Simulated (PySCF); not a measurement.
Vertical excitations of a molecule C₃H₄F₂Si from PySCF with TDDFT-PBE/def2-SVPD, as energy in eV (oscillator strength): 5.88 (0.002), 6.13 (0.055), 6.32 (0.001), 6.70 (0.040), 6.73 (0.000), 6.87 (0.002), 7.21 (0.005), 7.30 (0.054), 7.45 (0.073), 7.48 (0.001). Lowest triplet (TDA): 5.01 eV. Geometry optimised at PBE0-D3(BJ)/def2-SVP. The values are those of a single conformer.

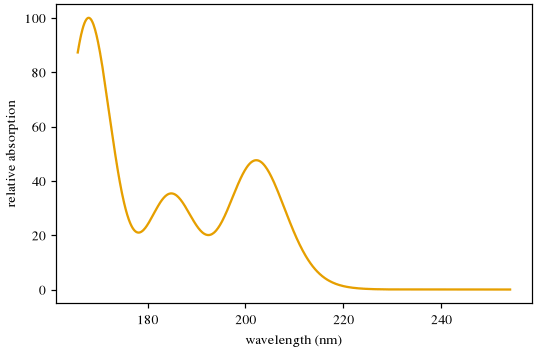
Figure. The lines broadened by 0.4 eV.

### Question
Which molecule gave these data?
(A) FC(F)=C=C[SiH3]
(B) C#CC(F)(F)[SiH3]
(C) FC1=CC[Si@@H]1F
(D) CC#C[SiH](F)F

### Answer
B, C#CC(F)(F)[SiH3]
